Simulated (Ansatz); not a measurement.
# UCAM-B3LYP/aug-cc-pVTZ run of OF (SMILES [O]F)

Aim: the vertical electron affinity of OF at UCAM-B3LYP/aug-cc-pVTZ, from 2 runs. 

The results are computed with Ansatz 0.2.0.

38 further runs of the same task are left out: 38 set aside as unsound or not needed.

**1. Starting point**

OF has 2 atoms, charge 0, and is taken as a doublet. As SMILES, `[O]F`. The shape is that of a PBE0-D4/def2-TZVP optimisation.

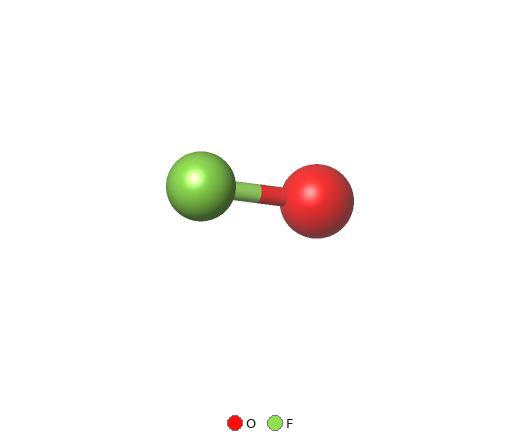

The structure, seen from a chosen angle (oxygen red, fluorine green).

**2. The energy at UCAM-B3LYP/aug-cc-pVTZ**

The input, run.yaml:

```yaml
crystal:
  periodic: [false, false, false]
  atoms:
    - symbol: O
      position_ang: [0.000000, 0.000000, -0.015950]
    - symbol: F
      position_ang: [-0.000000, -0.000000, 1.314400]
basis:
  gaussian:
    orbitals: aug-cc-pVTZ
magnetization:
  spin_polarized: true
  initial_magnetization: 1
hamiltonian:
  xc: {name: CAM-B3LYP}
accuracy: high
output:
  orbitals: {seedname: orbitals}
```

Launch:

```sh
$ ansatz run run.yaml --threads 1 --pin off --max-ram 3480MiB --events-out events.jsonl --progress --plain --runs-dir runs
```

The log of the run:

```text
Warning: RAYON_NUM_THREADS=1 ignored (pool sized by the plan → 1); use --threads N
Functional definition: CAM-B3LYP
  name "CAM-B3LYP"
  parameter alpha = 0.19
  parameter beta = 0.46
  parameter omega = 0.33/bohr
  parameter ac = 0.81
  exchange = (1 - alpha - beta)*b88_x + beta*b88_x_sr(omega) + alpha*exact_x + beta*exact_x_lr(omega)
  correlation = (1 - ac)*vwn5_c + ac*lyp_c
1299 factors; integrals over basis functions are off by at most 3.4e-9 eV
240 factors; integrals over basis functions are off by at most 1.6e-9 eV
mean field evaluation 1: about -4758.5673 eV, gradient 1.4e1 eV
mean field evaluation 2: about -4758.5859 eV, gradient 1.6e1 eV
mean field evaluation 4: about -4759.2760 eV, gradient 1.2e0 eV
mean field evaluation 8: about -4759.3501 eV, gradient 1.6e-1 eV
mean field evaluation 16: about -4759.3505 eV, gradient 2.8e-4 eV
mean field -4759.35046788 eV, -174.9029036909 hartree, gradient 4.9e-8 eV, S^2 0.753475; 0 other end points of the search recorded, 0 dependent functions left out
reference -4759.35048212 eV, -174.9029042142 hartree; 9, 8 occupied and 83, 84 virtual orbitals, 1299 factors
Total energy: -4759.35048212 eV, -174.9029042142 hartree
```

Wall time 4.5 s (1 thread of Arm Neoverse V1, shared host); peak memory 0.23 GiB.

**3. The singlet anion**

The input, in.yaml:

```yaml
crystal:
  periodic: [false, false, false]
  atoms:
    - {symbol: O, position_ang: [0.000000, 0.000000, -0.015950]}
    - {symbol: F, position_ang: [-0.000000, -0.000000, 1.314400]}
basis:
  gaussian: {orbitals: aug-cc-pVTZ}
total_charge: -1
hamiltonian: {xc: {name: CAM-B3LYP}}
accuracy: high
output: {orbitals: {seedname: orbitals}}
```

Launch:

```sh
$ ansatz run in.yaml --threads 1 --pin off --max-ram 3480MiB --events-out events.jsonl --progress --plain --runs-dir runs
```

The log of the run, cut to the lines that bear on the results:

```text
Warning: RAYON_NUM_THREADS=1 ignored (pool sized by the plan → 1); use --threads N
[... 8 set-up lines as earlier in the session ...]
1299 factors; integrals over basis functions are off by at most 3.4e-9 eV
240 factors; integrals over basis functions are off by at most 1.6e-9 eV
mean field evaluation 1: about -4754.8489 eV, gradient 6.5e1 eV
mean field evaluation 2: about -4752.2321 eV, gradient 8.7e1 eV
mean field evaluation 4: about -4761.1277 eV, gradient 7.2e0 eV
mean field evaluation 8: about -4761.2067 eV, gradient 9.5e-2 eV
mean field evaluation 16: about -4761.2067 eV, gradient 1.7e-6 eV
mean field -4761.20667496 eV, -174.9711180430 hartree, gradient 3.5e-8 eV, S^2 0.000000; 0 other end points of the search recorded, 0 dependent functions left out
reference -4761.20668728 eV, -174.9711184958 hartree; 9, 9 occupied and 83, 83 virtual orbitals, 1299 factors
Total energy: -4761.20668728 eV, -174.9711184958 hartree
```

It took 2.6 s on 1 thread of Arm Neoverse V1, shared host; peak memory 0.18 GiB.

**4. Outcome**

At UCAM-B3LYP/aug-cc-pVTZ:

```
                                                            quantity          value
                                            doublet OF: total energy  -174.90290 Eh
                      doublet OF: HOMO energy (highest over α and β)      -10.83 eV
                       doublet OF: LUMO energy (lowest over α and β)       -3.54 eV
                                                    doublet OF: ⟨S²⟩          0.753
                                         singlet anion: total energy  -174.97112 Eh
                                          singlet anion: HOMO energy       -0.44 eV
                                          singlet anion: LUMO energy        6.66 eV
singlet anion: HOMO–LUMO gap (to an unbound level, set by the basis)        7.11 eV
                   vertical electron affinity (to the singlet anion)       1.856 eV
```

At fixed nuclei the extra electron is bound by 1.86 eV (43 kcal/mol).
